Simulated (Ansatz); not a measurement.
BClH₃OP···H₂

Input file:

```
crystal:
  periodic: [false, false, false]
  atoms:
    - { symbol: B, position_ang: [-0.023223, 0.607986, -0.304256] }
    - { symbol: H, position_ang: [-0.336899, -0.353627, 1.870576] }
    - { symbol: O, position_ang: [1.236156, 0.13551, -0.330973] }
    - { symbol: H, position_ang: [1.292725, -0.757387, -0.731516] }
    - { symbol: Cl, position_ang: [-1.347893, -0.345314, -1.001429] }
    - { symbol: P, position_ang: [-0.329947, 2.419574, 0.222205] }
    - { symbol: H, position_ang: [-1.522184, 2.160896, 0.973013] }
    - { symbol: H, position_ang: [0.543614, 2.414215, 1.360417] }
    - { symbol: H, position_ang: [-0.436648, 0.360046, 1.851262] }
basis:
  gaussian: { orbitals: "6-31G*" }
hamiltonian:
  xc: lda
relax:
  f_tol: 0.03
  max_steps: 50
output:
  orbitals: {}
```

Command:

```sh
ansatz run input.yaml --threads 1 --pin off --max-ram 2048MiB --backend cpu --events-out ev --progress --plain --runs-dir out
```

The fields are those of the relaxed geometry.

Computed with RKS LDA/6-31G* in Ansatz 0.2.0.

Q: What can the converged electron density and electron localisation function tell about the bonding?

A: B–O (1.34 Å): the density is about 2.2 e/Å³ at the midpoint; the ELF peaks at about 0.90 between the atoms (a shared but strongly polarised pair).
B–Cl (1.77 Å): ρ at the midpoint is about 1.3 e/Å³; the ELF peaks at about 0.90 between the atoms: a polar covalent bond.
B–P (1.91 Å): ρ is about 0.98 e/Å³ halfway; the ELF peaks at about 0.95 between the atoms; a shared electron pair.
O–H (0.98 Å): the density is about 3.5 e/Å³ at the midpoint; the ELF climbs to about 1 towards the hydrogen, as it does in any bond to H (a covalent bond by its length).

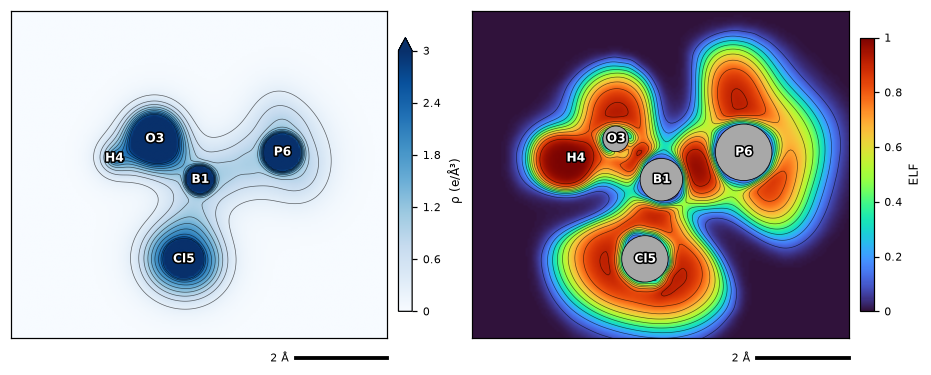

Computed electron density and electron localisation function on the plane of atoms O3, B1 and Cl5, in this order. Grey discs cover the atomic cores in the ELF map. 
